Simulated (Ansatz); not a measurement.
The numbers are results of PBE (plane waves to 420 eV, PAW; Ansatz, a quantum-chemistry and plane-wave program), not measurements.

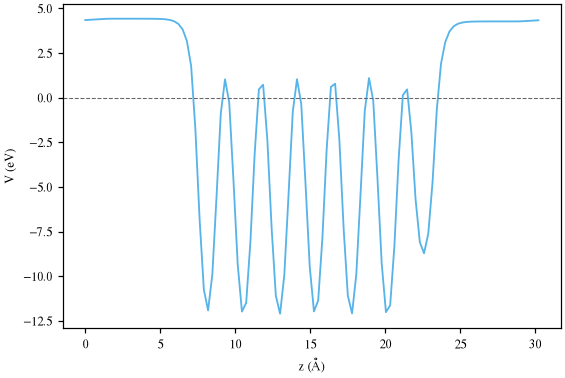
Fig. 1. Plane-averaged electrostatic potential energy along the normal, in eV from the Fermi level, for a constructed model of the (111) surface of fcc Ag, a pseudomorphic layer of Ga in the other hollow (bottom of the slab: a bare face, its two planes held)

Set-up: 7 atoms, 14.2 Å thick at the start with caps and adatoms; mesh 15x15x1; 0.1 eV smearing; dipole correction on; 2 atoms held, the rest relaxed; symmetry of the start imposed; no spin, no spin-orbit, no U. In PBE it is, or lies within 0.01 eV a 1x1 cell of, the lowest of the 2 structures of its composition computed so far; subsurface sites and larger cells were not tried.

The vacuum level lies 4.28 eV above the Fermi level over the top face and 4.43 eV above it under the bottom face.
